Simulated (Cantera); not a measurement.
A closed system holds: 1 mol SiH₂Cl₂, 6.6 mol NO, held at 0.0200 bar.

Equilibrium computed with Cantera from the NASA thermochemical tables; the gas is ideal and each condensed phase is pure. Candidate condensed phases: H₂O, NH₄Cl, Si, SiO₂, Si₂N₂O, Si₃N₄; 47 gas species. The tables hold silica as quartz up to 1696 K and as liquid above; real silica turns to tridymite and cristobalite and melts near 1996 K. Equilibrium is a limit: real reactors are often held back by kinetics, nucleation or transport.

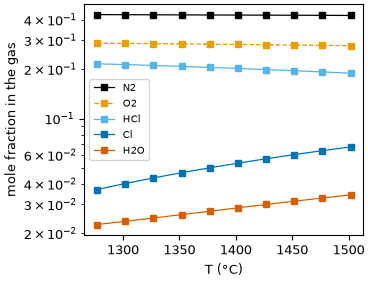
Figure: Equilibrium gas composition (values under 1e-9 drawn at 1e-9)

From 1277 °C to 1402 °C the condensed part is SiO₂(β-quartz). From 1427 °C to 1502 °C the condensed part is SiO₂(condensed).
